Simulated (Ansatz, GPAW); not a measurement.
# WSi2As4 monolayer: work function by functional and basis

How far do functional and basis move the work function of WSi2As4 monolayer? Where a layer proves gapped, the work function hangs on where the smearing puts the Fermi level, and the band edges take its place.

Calculated with GPAW 26.7.0 and Ansatz 0.2.0; Ansatz plane waves; layer without images along its normal, relaxation of atoms and in-plane cell, in the first sound run; inputs show where later runs differ.

### 1. Starting point

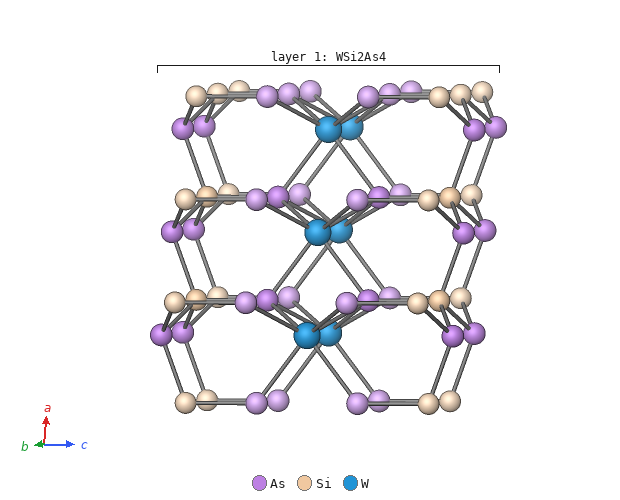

The starting structure, seen from the side, with the c axis across the page (arsenic purple, silicon light orange, tungsten blue). 2×1×1 cells are drawn. Some periodic images of atoms are drawn too.

The cell holds 7 atoms: 4 As, 2 Si and 1 W. Its edges and angles: a = 3.630 Å, b = 3.630 Å, c = 27.155 Å, α = 90.0°, β = 90.0°, γ = 120.0°. Vacuum lies along c.

### 2. Relaxation

Forces are removed first; all later runs use this geometry.

input.yaml reads:

```yaml
crystal:
  lattice:
    - [3.63, 0.0, 0.0]
    - [-1.815, 3.1436722157, 0.0]
    - [0.0, 0.0, 27.155114908]
  atoms:
    - { symbol: As, position: [0.0, 0.0, 0.3314292733] }
    - { symbol: Si, position: [0.3333333333, 0.6666666667, 0.3594892218] }
    - { symbol: As, position: [0.3333333333, 0.6666666667, 0.4416100307] }
    - { symbol: W, position: [0.0, 0.0, 0.5] }
    - { symbol: As, position: [0.3333333333, 0.6666666667, 0.5583899693] }
    - { symbol: Si, position: [0.3333333333, 0.6666666667, 0.6405107782] }
    - { symbol: As, position: [0.0, 0.0, 0.6685707267] }
  periodic: [true, true, false]
kpoints:
  mp_grid: { grid: [9, 9, 1] }
hamiltonian:
  xc: pbe
scf:
  occupations: { method: fermi_dirac, width: 0.05 }
relax:
  f_tol: 0.01
  max_steps: 90
  cell: {}
```

Command:

```sh
ansatz run input.yaml --threads 4 --pin off --max-ram 8192MiB --backend cpu --events-out ev --progress --plain --runs-dir out
```

Numbers of over 12 decimals in the logs are rounded to 6 here.

The program printed:

```text
Warning: crystal.periodic: the lattice vector that does not repeat stood 0.000° off the slab's normal, 27.155 Å along it as the deck builds it. The run solves the slab on a vector along the normal, 42.110 Å long, with every atom where it was (on the deck's vector they left 18.00 Å outside them, and the widest stretch free of ions among them is 2.23 Å). A fractional position that the run reports is one of the run's ce [...]
crystal.periodic: the lattice vector that does not repeat stood 0.000° off the slab's normal, 27.155 Å along it as the deck builds it. The run solves the slab on a vector along the normal, 42.110 Å long, with every atom where it was (on the deck's vector they left 18.00 Å outside them, and the widest stretch free of ions among them is 2.23 Å). A fractional position that the run reports is one of the run's cell, which [...]
Engine: ansatz 0.2.0, x86_64-unknown-linux-gnu
Pseudopotentials: kind: paw
Pseudopotential: As, paw, valence charge 15, recommended cutoff 420 eV (normal), As.paw.azcp
Pseudopotential: Si, paw, valence charge 4, recommended cutoff 420 eV (normal), Si.paw.azcp
Pseudopotential: W, paw, valence charge 14, recommended cutoff 420 eV (normal), W.paw.azcp
Functional definition: PBE
  parameter kappa = 0.804
  parameter beta = 0.066725
  exchange = pbe_x(kappa = kappa, mu = beta*pi^2/3)
  correlation = pbe_c(beta = beta)
Crystal: 7 atoms, lattice volume = 480.542 Å³
Basis set: ecut = 420 eV, 9273 PW (Γ), exchange–correlation on 50×50×576 points (8 copies of the dense FFT grid, shifted against one another)
Bands: 50, of which v1, the nominal top of the filled ones, is band 41 counted from 1 (40 counted from 0)
Symmetry: 12 space group operations
Space group: P-6m2 (ITA 187), of the structure as read, at distance tolerance 7.8e-5 Å
k-points: 12 of 81 (time reversal used)
Non-local potential: As, projectors of the file, l = 0: 2, l = 1: 2, l = 2: 3, l = 3: 1
Non-local potential: Si, projectors of the file, l = 0: 2, l = 1: 2, l = 2: 2
Non-local potential: W, projectors of the file, l = 0: 3, l = 1: 2, l = 2: 2, l = 3: 1
PAW form: soft (Blöchl's): semilocal exchange-correlation on the pseudo side does not see the compensation charge
PAW one-centre angular grid: As, 590 points (default); XC on 64 Gauss nodes
PAW one-centre angular grid: Si, 110 points (default); XC on 64 Gauss nodes
PAW one-centre angular grid: W, 590 points (default); XC on 64 Gauss nodes
Initial density: superposition of atomic densities (neutral atoms: chi_scale 0, normalization atom), corrected by the library's trained network
Initial wavefunctions: pseudopotential atomic-orbital guess
Functional: x = pbe(κ = 0.804, μ = 0.219515), c = pbe(β = 0.066725)
SCF iter   1: F=—  HF=-31079.828260 eV  |F-HF|=—  |Δ(HF+E_count)|=         —  Δρ=4.50e-3  dr2=1.26e0  ethr=1.77e-3  ⟨swp⟩=13.8  Hψ=3694  notcnv=0  defer=4
preconditioner: auto → Resta (q_TF=auto, 2.032 Å⁻¹)  ε∞=2.4  [insulator: Δε(μ)=0.771 eV  Ē_g=8.435 eV  σ=0.050 eV  W_gap=1.00  n_scr=56 (ndim 8)  ℏωp=9.9 eV  f_vac=0.695  D(μ)=0.00/eV (n_scr^D=0)  ε∞_Penn≈2.4  vacuum switching on, ρ_ref=5.2e-3 e/Å³]
SCF iter   2: F=—  HF=-31080.132467 eV  |F-HF|=—  |Δ(HF+E_count)|=   3.04e-1  Δρ=1.25e-2  dr2=8.03e0  ethr=1.54e-3  ⟨swp⟩=4.4  Hψ=1024  notcnv=0  defer=29  recentre
preconditioner: auto → LDOS  [metal: Δε(μ)=0.106 eV  Ē_g=8.501 eV  σ=0.050 eV  W_gap=0.45  n_scr=56 (ndim 8)  ℏωp=9.9 eV  f_vac=0.694  D(μ)=2.43/eV (n_scr^D=12)  β→1.0]
SCF iter   3: F=—  HF=-31079.733061 eV  |F-HF|=—  |Δ(HF+E_count)|=   3.99e-1  Δρ=1.98e-3  dr2=2.74e-1  ethr=1.54e-3  ⟨swp⟩=4.1  Hψ=1011  notcnv=0  defer=29
SCF iter   4: F=—  HF=-31079.702719 eV  |F-HF|=—  |Δ(HF+E_count)|=   3.03e-2  Δρ=7.80e-4  dr2=1.03e-2  ethr=3.34e-4  ⟨swp⟩=3.7  Hψ=1046  notcnv=0  defer=28
SCF iter   5: F=—  HF=-31079.700933 eV  |F-HF|=—  |Δ(HF+E_count)|=   1.79e-3  Δρ=1.98e-4  dr2=5.81e-4  ethr=1.25e-5  ⟨swp⟩=3.0  Hψ=936  notcnv=0  defer=28
SCF iter   6: F=—  HF=-31079.700918 eV  |F-HF|=—  |Δ(HF+E_count)|=   1.55e-5  Δρ=7.68e-5  dr2=9.53e-5  ethr=7.09e-7  ⟨swp⟩=3.0  Hψ=919  notcnv=0  defer=28
SCF iter   7: F=—  HF=-31079.701108 eV  |F-HF|=—  |Δ(HF+E_count)|=   1.90e-4  Δρ=4.30e-5  dr2=1.46e-4  ethr=1.16e-7  ⟨swp⟩=3.0  Hψ=936  notcnv=0  defer=28
SCF iter   8: F=—  HF=-31079.701094 eV  |F-HF|=—  |Δ(HF+E_count)|=   1.39e-5  Δρ=1.28e-5  dr2=2.49e-6  ethr=1.16e-7  ⟨swp⟩=3.0  Hψ=803  notcnv=0  defer=28
SCF iter   9: F=-31079.701094 eV  HF=-31079.701094 eV  |F-HF|=6.73e-8  |Δ(HF+E_count)|=   3.74e-7  Δρ=3.95e-6  dr2=6.25e-8  ethr=1.22e-10  ⟨swp⟩=6.6  Hψ=3497  notcnv=0
SCF 1 converged in 9 iterations: F = -31079.701094 eV  dr2 = 6.25e-8
  greatest PAW one-centre occupation: 1.000 electrons in one spin orbital (limit 2), on the W atom at site 3 (counted from 0), in its partial waves of l = 0
relax step   1: F+E_penalty+E_count = -31079.70109444 eV  Δ(F+E_penalty+E_count) = +0.000e0 eV  max|allowed force component| = 3.225e0 eV/Å  Δτ_max = 0.0000 Å  P = +5.656 N/m  Ω = 480.542 Å³  fix = [c, alpha, beta]  reactions: c +0.000 N/m  (9 SCF iters, dr2 threshold 1.00e-7 eV, accepted)
Crystal: 7 atoms, lattice volume = 474.905 Å³
Basis set: ecut = 420 eV, 9153 PW (Γ), exchange–correlation on 50×50×576 points (8 copies of the dense FFT grid, shifted against one another)
Initial density: handed on by an earlier stage of this run
Initial wavefunctions: those handed on with the density
iter 1 solved again at ethr=5.36e-4 eV; its pass at ethr=3.10e-3 eV (dr2=4.39e-1 eV) is discarded
SCF iter   1: F=—  HF=-31081.131284 eV  |F-HF|=—  |Δ(HF+E_count)|=         —  Δρ=7.91e-3  dr2=4.40e-1  ethr=5.36e-4  ⟨swp⟩=2.2  Hψ=4039  notcnv=0
preconditioner: auto → Resta (q_TF=auto, 2.036 Å⁻¹)  ε∞=2.4  [insulator: Δε(μ)=0.409 eV  Ē_g=8.419 eV  σ=0.050 eV  W_gap=0.97  n_scr=56 (ndim 8)  ℏωp=9.9 eV  f_vac=0.685  D(μ)=0.04/eV (n_scr^D=0)  ε∞_Penn≈2.4  vacuum switching on, ρ_ref=5.1e-3 e/Å³]
SCF iter   2: F=—  HF=-31081.056744 eV  |F-HF|=—  |Δ(HF+E_count)|=   7.45e-2  Δρ=4.11e-3  dr2=1.34e-1  ethr=5.36e-4  ⟨swp⟩=4.4  Hψ=1149  notcnv=0
SCF iter   3: F=—  HF=-31081.040761 eV  |F-HF|=—  |Δ(HF+E_count)|=   1.60e-2  Δρ=2.75e-3  dr2=6.97e-2  ethr=1.64e-4  ⟨swp⟩=4.5  Hψ=1205  notcnv=0  defer=20
SCF iter   4: F=—  HF=-31081.034900 eV  |F-HF|=—  |Δ(HF+E_count)|=   5.86e-3  Δρ=1.01e-3  dr2=3.22e-2  ethr=8.49e-5  ⟨swp⟩=3.8  Hψ=1044  notcnv=0  defer=30
SCF iter   5: F=—  HF=-31081.031198 eV  |F-HF|=—  |Δ(HF+E_count)|=   3.70e-3  Δρ=3.31e-4  dr2=5.41e-4  ethr=3.93e-5  ⟨swp⟩=3.2  Hψ=942  notcnv=0  defer=30
[...]
SCF iter   1: F=—  HF=-31081.285173 eV  |F-HF|=—  |Δ(HF+E_count)|=         —  Δρ=6.71e-3  dr2=1.75e-1  ethr=2.11e-4  ⟨swp⟩=2.8  Hψ=3602  notcnv=0
preconditioner: auto → Resta (q_TF=auto, 2.038 Å⁻¹)  ε∞=2.5  [insulator: Δε(μ)=0.771 eV  Ē_g=8.252 eV  σ=0.050 eV  W_gap=1.00  n_scr=44 (ndim 8)  ℏωp=10.0 eV  f_vac=0.676  D(μ)=0.00/eV (n_scr^D=0)  ε∞_Penn≈2.5  vacuum switching on, ρ_ref=4.9e-3 e/Å³]
SCF iter   2: F=—  HF=-31081.283425 eV  |F-HF|=—  |Δ(HF+E_count)|=   1.75e-3  Δρ=3.51e-3  dr2=1.67e-1  ethr=2.11e-4  ⟨swp⟩=4.6  Hψ=1066  notcnv=0
SCF iter   3: F=—  HF=-31081.278754 eV  |F-HF|=—  |Δ(HF+E_count)|=   4.67e-3  Δρ=2.93e-3  dr2=1.13e-1  ethr=2.03e-4  ⟨swp⟩=4.7  Hψ=1074  notcnv=0  defer=27
SCF iter   4: F=—  HF=-31081.270279 eV  |F-HF|=—  |Δ(HF+E_count)|=   8.47e-3  Δρ=5.27e-4  dr2=9.75e-4  ethr=1.38e-4  ⟨swp⟩=3.7  Hψ=935  notcnv=0  defer=27
SCF iter   5: F=—  HF=-31081.270011 eV  |F-HF|=—  |Δ(HF+E_count)|=   2.68e-4  Δρ=2.46e-4  dr2=8.22e-4  ethr=1.19e-6  ⟨swp⟩=4.0  Hψ=1337  notcnv=0  defer=27
SCF iter   6: F=—  HF=-31081.269931 eV  |F-HF|=—  |Δ(HF+E_count)|=   7.94e-5  Δρ=8.80e-5  dr2=8.59e-5  ethr=1.00e-6  ⟨swp⟩=2.3  Hψ=785  notcnv=0  defer=27
SCF iter   7: F=—  HF=-31081.270075 eV  |F-HF|=—  |Δ(HF+E_count)|=   1.44e-4  Δρ=3.14e-5  dr2=2.35e-5  ethr=1.05e-7  ⟨swp⟩=3.0  Hψ=922  notcnv=0  defer=27
SCF iter   8: F=-31081.270074 eV  HF=-31081.270074 eV  |F-HF|=4.07e-8  |Δ(HF+E_count)|=   8.54e-7  Δρ=7.16e-6  dr2=4.43e-7  ethr=8.54e-10  ⟨swp⟩=6.2  Hψ=3206  notcnv=0
SCF 3 converged in 8 iterations: F = -31081.270074 eV  dr2 = 4.43e-7
relax step   3: F+E_penalty+E_count = -31081.27007411 eV  Δ(F+E_penalty+E_count) = -2.389e-1 eV  max|allowed force component| = 2.003e-1 eV/Å  Δτ_max = 0.1972 Å  P = +1.095 N/m  Ω = 471.532 Å³  energy of the carried Pulay correction = +4.545e-4 eV  fix = [c, alpha, beta]  reactions: c +0.000 N/m  (8 SCF iters, dr2 threshold 7.00e-7 eV, accepted)
[...]
relax step   4: F+E_penalty+E_count = -31081.27785605 eV  Δ(F+E_penalty+E_count) = -7.782e-3 eV  max|allowed force component| = 8.872e-2 eV/Å  Δτ_max = 0.0194 Å  P = +0.124 N/m  Ω = 474.903 Å³  energy of the carried Pulay correction = +2.835e-4 eV  fix = [c, alpha, beta]  reactions: c +0.000 N/m  (6 SCF iters, dr2 threshold 7.00e-7 eV, accepted)
[...]
relax step   5: F+E_penalty+E_count = -31081.27858846 eV  Δ(F+E_penalty+E_count) = -7.324e-4 eV  max|allowed force component| = 1.294e-2 eV/Å  Δτ_max = 0.0094 Å  P = -0.014 N/m  Ω = 475.346 Å³  energy of the carried Pulay correction = +2.611e-4 eV  fix = [c, alpha, beta]  reactions: c -0.000 N/m  (6 SCF iters, dr2 threshold 4.92e-7 eV, accepted)
[...]
relax step   6: F+E_penalty+E_count = -31081.27859808 eV  Δ(F+E_penalty+E_count) = -9.627e-6 eV  max|allowed force component| = 9.803e-4 eV/Å  Δτ_max = 0.0013 Å  P = -0.003 N/m  Ω = 475.424 Å³  energy of the carried Pulay correction = +2.571e-4 eV  fix = [c, alpha, beta]  reactions: c -0.000 N/m  (6 SCF iters, dr2 threshold 1.05e-8 eV, accepted)
Initial wavefunctions: pseudopotential atomic-orbital guess (no wavefunctions were taken with the density)
iter 1 solved again at ethr=7.63e-7 eV; its pass at ethr=3.10e-3 eV (dr2=6.26e-4 eV) is discarded
SCF iter   1: F=—  HF=-31081.278251 eV  |F-HF|=—  |Δ(HF+E_count)|=         —  Δρ=6.52e-6  dr2=4.31e-8  ethr=7.63e-7  ⟨swp⟩=6.4  Hψ=5834  notcnv=0
eigensolver tolerance schedule: the retry pair's looser diagonalisation over-reported the residual by 14535.19 of it (diagonalisation noise at an unbounded share of the residual, at the tolerance the schedule requests for it); recorded, not acted on — ethr = c·dr2/N_el stays at c = 1.0e-1
SCF iter   2: F=—  HF=-31081.278352 eV  |F-HF|=—  |Δ(HF+E_count)|=   1.02e-4  Δρ=3.97e-6  dr2=1.54e-8  ethr=5.25e-11  ⟨swp⟩=6.0  Hψ=2378  notcnv=0
SCF iter   3: F=—  HF=-31081.278352 eV  |F-HF|=—  |Δ(HF+E_count)|=   1.30e-8  Δρ=1.28e-6  dr2=4.81e-9  ethr=1.88e-11  ⟨swp⟩=2.8  Hψ=1118  notcnv=0
SCF iter   4: F=—  HF=-31081.278352 eV  |F-HF|=—  |Δ(HF+E_count)|=   2.48e-9  Δρ=7.79e-7  dr2=1.36e-8  ethr=5.87e-12  ⟨swp⟩=3.2  Hψ=1062  notcnv=0  recentre
SCF iter   5: F=—  HF=-31081.278352 eV  |F-HF|=—  |Δ(HF+E_count)|=   1.64e-9  Δρ=1.78e-7  dr2=4.20e-10  ethr=5.87e-12  ⟨swp⟩=3.0  Hψ=907  notcnv=0
SCF iter   6: F=—  HF=-31081.278352 eV  |F-HF|=—  |Δ(HF+E_count)|=  2.40e-10  Δρ=9.56e-8  dr2=3.51e-11  ethr=1.00e-12  ⟨swp⟩=2.6  Hψ=837  notcnv=0
SCF iter   7: F=-31081.278352 eV  HF=-31081.278352 eV  |F-HF|=8.73e-11  |Δ(HF+E_count)|=  2.55e-11  Δρ=2.89e-8  dr2=3.46e-12  ethr=1.00e-12  ⟨swp⟩=9.9  Hψ=3680  notcnv=0
SCF 7 converged in 7 iterations: F = -31081.278352 eV  dr2 = 3.46e-12
relax step   7: F+E_penalty+E_count = -31081.27835248 eV  Δ(F+E_penalty+E_count) = +2.456e-4 eV  max|allowed force component| = 9.437e-4 eV/Å  Δτ_max = 0.0000 Å  P = -0.007 N/m  Ω = 475.424 Å³  fix = [c, alpha, beta]  reactions: c -0.000 N/m  stress off target by 6.90e-3 N/m on what of the cell is left free  SCF on the basis re-selected at this cell (its energy is not comparable with the rows above)  (7 SCF iters)
basis re-selected at this cell: Δ(F+E_penalty+E_count) = +2.456e-4 eV, ΔP = -0.004 N/m vs the last step (what re-selecting the basis moved, of the pressure what is left beyond the Pulay correction that the steps carried, after the strain that the cell walked since its last selection, with what the two solves' SCF thresholds leave and, on support functions, any second-order correction that the steps lacked; it is no m [...]
SCF converged after 7 iterations
Free energy (F): -31081.278352 eV
Harris-Foulkes:  -31081.278352 eV  (|F-HF|=8.73e-11)
Internal energy: -31081.278314 eV  (E = F + TS)
E sigma→0 (E₀):  -31081.278333 eV
Entropy (-TS):   -0.000039 eV (-0.006 meV/atom)
Fermi energy:    -4.438979 eV
--- Per-component energies (eV) ---
  E_band       = -2358.424544
  E_kinetic    = 943.177806
  E_local      = -364953.666511  (includes V_loc(G=0)·N_el)
  E_nonlocal   = -2628.368167
  E_hartree    = 182066.661535
  E_xc         = -693.629843
  E_vxc        = -648.653757  (∫ρ·V_xc dr)
  E_paw        = -16930.168622  (= ΣΔE_a)
  E_vpaw       = 795.762297  (= ΣTr[D̂ρ^β])
  E_aug_tail   = -0.000018  (compensation charges beyond the density's cutoff)
  E_ewald      = 171114.715507
  E_smearing   = -0.000039  (= −TS)
  E_closure    = -0.000000  (closes the sum)
  Σ components = -31081.278352   (vs F -31081.278352, Δ=0.00e0)
--- Forces (eV/Å), atoms counted from 1 ---
  atom   1  As     0.00000000     0.00000000    -0.00049715
  atom   2  Si     0.00000000    -0.00000000    -0.00068332
  atom   3  As     0.00000000    -0.00000000     0.00094372
  atom   4  W      0.00000000    -0.00000000     0.00000000
  atom   5  As     0.00000000    -0.00000000    -0.00094372
  atom   6  Si     0.00000000    -0.00000000     0.00068332
  atom   7  As     0.00000000     0.00000000     0.00049715
  max |Σ_I F_I| component: 1.06e-16 eV/Å
--- 2D stress c σ (N/m, compression-positive) ---
       -0.006904       0.000000       0.000000
        0.000000      -0.006904       0.000000
        0.000000       0.000000       0.000000
  P = ½ c Tr σ = -0.0069 N/m
--- Relaxed structure (6 steps of the walk, 6 accepted, 1 SCFs on fresh bases) ---
  F+E_penalty+E_count = -31081.27835248 eV   max|allowed force component| = 9.437e-4 eV/Å   (the final SCF, on the basis selected at the relaxed cell)
  cell:  # Å, volume = 475.4245 Å³
    - [3.610619, -2.1517453943313114e-18, 0.0]
    - [-1.805309, 3.126888, 0.0]
    - [0.0, 0.0, 42.110230]
  atoms:
    - { symbol: As, position: [1.0573552618554987e-17, -5.135725556199064e-17, 0.203931] }
    - { symbol: Si, position: [0.333333, 0.666667, 0.230532] }
    - { symbol: As, position: [0.333333, 0.666667, 0.286862] }
    - { symbol: W, position: [1.0573552618555e-17, -5.135725556199064e-17, 0.322429] }
    - { symbol: As, position: [0.333333, 0.666667, 0.357996] }
    - { symbol: Si, position: [0.333333, 0.666667, 0.414326] }
    - { symbol: As, position: [1.0573552618554987e-17, -5.135725556199064e-17, 0.440927] }
```

The job ended after 38 s (4 threads of Intel Xeon Platinum 8488C (Sapphire Rapids), shared host; peak memory 1.1 GiB).

Step by step:

| step | energy less that of the first step (eV) | largest force component (eV/Å) | volume (Å³) |
| --- | --- | --- | --- |
| 1 | 0.0000 | 3.2249 | 480.54 |
| 2 | -1.3301 | 1.1168 | 474.91 |
| 3 | -1.5690 | 0.2003 | 471.53 |
| 4 | -1.5768 | 0.0887 | 474.90 |
| 5 | -1.5775 | 0.0129 | 475.35 |
| 6 | -1.5775 | 0.0010 | 475.42 |
| 7* | -1.5773 | 0.0009 | 475.42 |

Relaxation steps marked * repeat the geometry before them on a plane-wave basis chosen anew for their cell, so energy and pressure can jump there.

The run keeps the 12 symmetry operations that it works with, so distortions that break them were not tested.

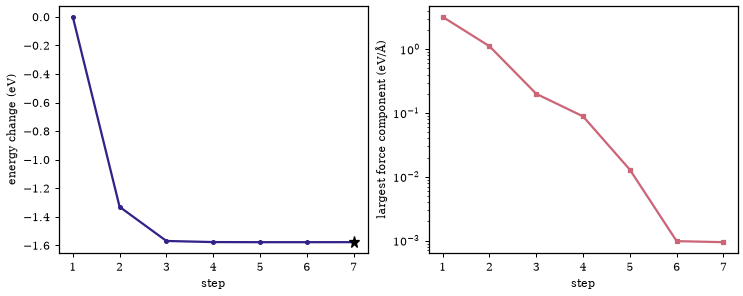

Energy and largest force along the relaxation. Stars mark steps on a basis chosen anew.

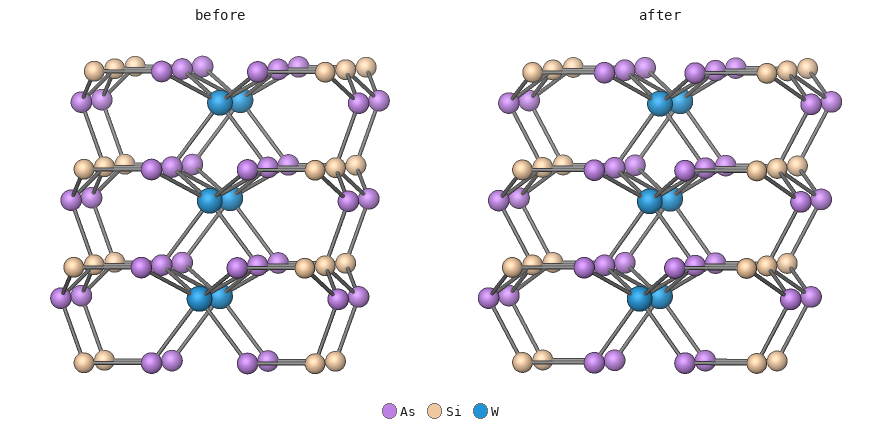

The structure before and after the relaxation, drawn at the same scale.

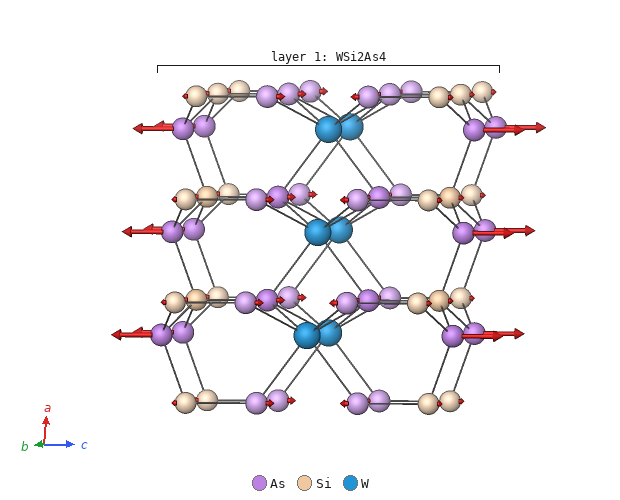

Displacements in the relaxation, exaggerated, measured against the changing cell; the longest in the cell stands for 0.41 Å. 2×1×1 cells are drawn. Some periodic images of atoms are drawn too.

| cell as run | before | after | change |
| --- | --- | --- | --- |
| a (Å) | 3.630 | 3.611 | -0.5 % |
| b (Å) | 3.630 | 3.611 | -0.5 % |

The atoms that moved most (Å, along periodic axes as changes of fractional coordinates times the final cell, across vacuum about the mean position):

| atom | dx | dy | dz | length |
| --- | --- | --- | --- | --- |
| As1 | 0.000 | 0.000 | -0.412 | 0.412 |
| As7 | 0.000 | 0.000 | 0.412 | 0.412 |
| As3 | 0.000 | 0.000 | 0.088 | 0.088 |
| As5 | 0.000 | 0.000 | -0.088 | 0.088 |
| Si2 | 0.000 | 0.000 | -0.054 | 0.054 |
| Si6 | 0.000 | 0.000 | 0.054 | 0.054 |

Numbers from this step:

| Quantity | Value |
| --- | --- |
| free energy | -31081.2784 eV |
| gap by band count | 0.7154 eV |
| symmetry operations | 12 |

The relaxation lowered the energy of the cell by 1.58 eV.

(Part 1 of 3 ends here.)

[Logs are printed without paths, hosts, clocks, repeated set-up lines and the standing remarks that a program may print on its own settings, such as how far it seeks lower states.]

[Hosts, paths, dates, database ids (printed as entryN), source tags and the programs' standing remarks are cut or masked in the printed files.]
